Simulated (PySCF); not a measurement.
# H2O2 (hydrogen peroxide) at 3 levels

Aim: a comparison of 3 runs (HF/STO-3G, wB97M-V/def2-TZVPP, CCSD(T)/def2-TZVPP) of H2O2 (hydrogen peroxide). 

Program for the calculation: PySCF 2.14.0.

3 further runs of the same task are left out: 3 set aside as unsound or not needed.

### Step 1. The structure to begin with

The species is H2O2 (4 atoms), meant as a singlet with charge 0. As SMILES, `OO`. The O1–H3 distance was set to 1.737 Å, away from the relaxed value. At this shape a bond of the SMILES string is far longer than usual.

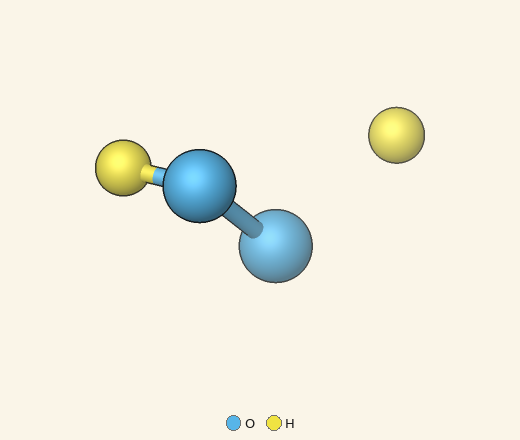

The structure, seen from a chosen angle (oxygen blue, hydrogen yellow).

### Step 2. A single-point energy at HF/STO-3G (run 1)

Contents of job.py:

```python
from pyscf import gto, scf

mol = gto.Mole()
mol.atom = '''
O   -1.025388  -0.152357  -0.318858
O   -0.490288   1.157143  -0.142558
H    0.186400  -1.117000   0.467400
H   -0.286488   1.398543  -1.054358
'''
mol.verbose = 3
mol.max_memory = 1860
mol.basis = 'sto-3g'
mol.spin = 0
mol.build()

mf = scf.RHF(mol)
mf.conv_tol = 1e-10
mf.kernel()
if not mf.converged:
    mf = mf.newton().run(mf.mo_coeff, mf.mo_occ)

energy = mf.e_tot
print('E = %.10f Eh' % energy)
```

Launch:

```bash
OMP_NUM_THREADS=1 python job.py
```

Output:

```text
converged SCF energy = -148.566507431852
E = -148.5665074319 Eh
```

Wall time 0.42 s (1 thread of Arm Neoverse V2, shared host); peak memory 0.12 GiB.

### Step 3. A single-point energy at wB97M-V/def2-TZVPP (run 2)

Contents of calc.py:

```python
from pyscf import gto, dft

mol = gto.M(
    atom=[
    ('O', (-1.025388, -0.152357, -0.318858)),
    ('O', (-0.490288, 1.157143, -0.142558)),
    ('H', (0.186400, -1.117000, 0.467400)),
    ('H', (-0.286488, 1.398543, -1.054358)),
],
    max_memory=1860,
    basis='def2-tzvpp',
    verbose=3,
)

ks = dft.RKS(mol, xc='wb97m-v')
ks.conv_tol = 1e-10
ks.grids.level = 5
ks.nlcgrids.level = 1
ks.kernel()
if not ks.converged:
    ks = ks.newton().run(ks.mo_coeff, ks.mo_occ)

energy = ks.e_tot
print(f'total energy: {energy:.8f} hartree')
```

Launch:

```bash
OMP_NUM_THREADS=1 python calc.py
```

Output:

```text
converged SCF energy = -151.43364309179
total energy: -151.43364309 hartree
```

Run time: 35 s. Hardware: 1 thread of Arm Neoverse V2, shared host; peak memory 0.5 GiB.

### Step 4. A single-point energy at CCSD(T)/def2-TZVPP (run 3)

Contents of run.py:

```python
from pyscf import gto, cc

system = gto.M(
    atom=[
    ('O', (-1.025388, -0.152357, -0.318858)),
    ('O', (-0.490288, 1.157143, -0.142558)),
    ('H', (0.186400, -1.117000, 0.467400)),
    ('H', (-0.286488, 1.398543, -1.054358)),
],
    verbose=4,
    max_memory=1860,
    basis='def2-tzvpp',
    charge=0,
)

calc0 = system.RHF()
calc0.conv_tol = 1e-10
calc0.kernel()
if not calc0.converged:
    calc0 = calc0.newton().run(calc0.mo_coeff, calc0.mo_occ)

mycc = cc.CCSD(calc0, frozen=2)
mycc.kernel()
e_t = mycc.ccsd_t()
e_final = mycc.e_tot + e_t
print('E = %.10f Eh' % e_final)
```

Launch:

```bash
OMP_NUM_THREADS=1 python run.py
```

Output:

```text
PySCF version 2.14.0

[... 66 lines left out ...]
converged SCF energy = -150.671673151195
[... 12 lines left out ...]
Init t2, MP2 energy = -151.206336887773  E_corr(MP2) -0.53466373657765
[... 19 lines left out ...]
CCSD converged
[... 2 lines left out ...]
E = -151.2441546043 Eh
```

Run time: 21 s. Hardware: 1 thread of Arm Neoverse V2, shared host; peak memory 0.43 GiB.

### Step 5. All runs side by side

```
run               level  integration grid  nlc grid  energy (Eh)  dipole moment (D) of the reference  HOMO energy (eV)  LUMO energy (eV)  wall time
  1           HF/STO-3G                 –         –  -148.566507                                1.35             -8.26              4.72     0.42 s
  2  wB97M-V/def2-TZVPP                 5         1  -151.433643                                1.82            -10.23             -1.43       35 s
  3  CCSD(T)/def2-TZVPP                 –         –  -151.244155                                2.09            -11.49             -0.09       21 s
```

### Step 6. Outcome

| quantity | value |
| --- | --- |
| run 3: total energy | -151.24415 Eh |
| run 3: dipole moment (Hartree–Fock density) | 2.09 D |
| run 3: HOMO energy (Hartree–Fock orbitals) | -11.49 eV |
| run 3: LUMO energy (Hartree–Fock orbitals) | -0.09 eV |
| run 3: HOMO–LUMO gap (Hartree–Fock orbitals) | 11.40 eV |
| run 3: correlation energy (2 core orbitals frozen) | -572.5 mEh |
| run 3: (T) correction | -27.54 mEh |
| run 3: T1 diagnostic | 0.024 |

**Reading.** In run 1 the basis is minimal, so the values are rough. In runs 1, 2, 3 a closed-shell determinant meets a far-stretched bond, which it describes badly. All runs together took 56 s, the longest 35 s.
